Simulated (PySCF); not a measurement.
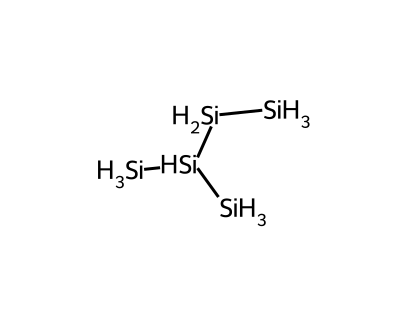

The drawing above gives the connectivity. Computed geometry: PBE0-D3(BJ)/def2-SVP optimisation. No frequency run is at hand to confirm it as a minimum.

Describe the 3D structure.

The molecule is Si5H12. Its SMILES string is `[SiH3][SiH2][SiH]([SiH3])[SiH3]`. It has no ring. Among its groups: Si–H bond. This geometry has C1 symmetry. Coordination: 5 Si tetrahedral.

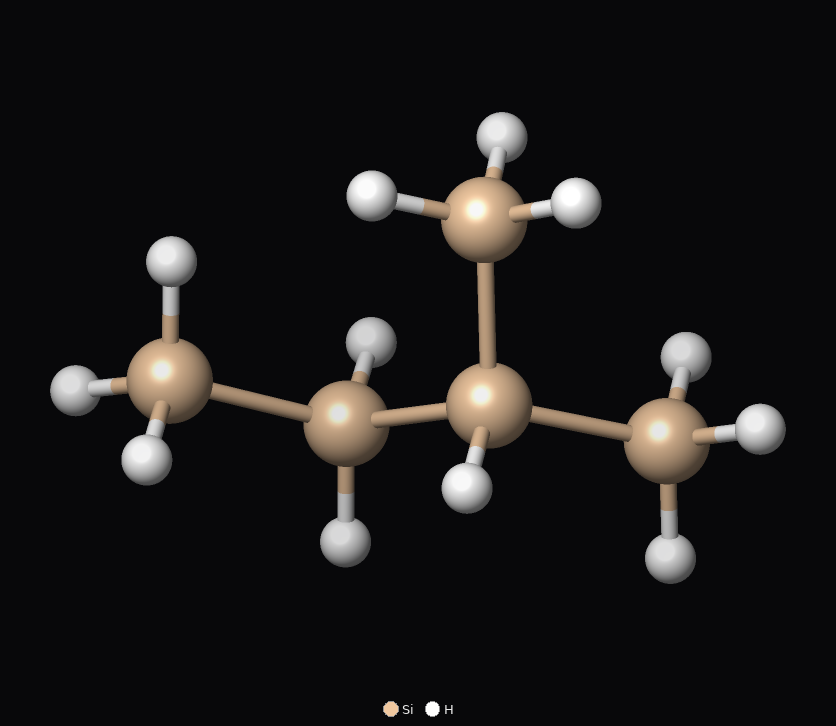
